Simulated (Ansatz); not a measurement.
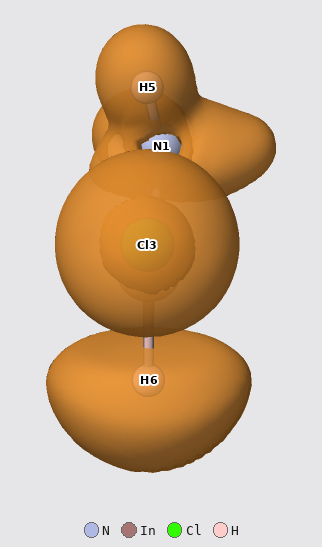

Figure. ClH3InN (SMILES [NH2][InH][Cl]). Isosurface of the ELF at 0.75 (orange), seen at an oblique angle. Core shells and regions of very low density are left out.

Geometry: PBE0-D4/def2-TZVP; core potentials replace the inner electrons of In.

All numbers below come from Ansatz, RKS PBE0-D4/def2-TZVPP.

```yaml
atoms:
  - { symbol: N, position_ang: [-1.0208, 0.1881, -0.5041] }
  - { symbol: In, position_ang: [0.7921, 0.1486, 0.3279] }
  - { symbol: Cl, position_ang: [0.9908, -1.7710, 1.6492] }
  - { symbol: H, position_ang: [-1.2194, 0.7614, -1.3082] }
  - { symbol: H, position_ang: [-1.5582, -0.6645, -0.5268] }
  - { symbol: H, position_ang: [2.0575, 1.2734, 0.3158] }
```

### What do the ELF domains correspond to?

The surface consists of one region around a hydrogen nucleus, one region wrapped around Cl (its valence shell) and one joined region spread over several atoms (H, N), in which their bonds and any lone pairs are merged. Profiles from the grid: In–N (2.00 Å): the ELF peaks at about 0.85 in the valence shell of N, 0.6 Å from its nucleus, and drops to about 0.20 between the two atoms. In–Cl (2.34 Å): the ELF peaks at about 0.80 in the valence shell of Cl, 0.8 Å from its nucleus, and drops to about 0.15 between the two atoms.
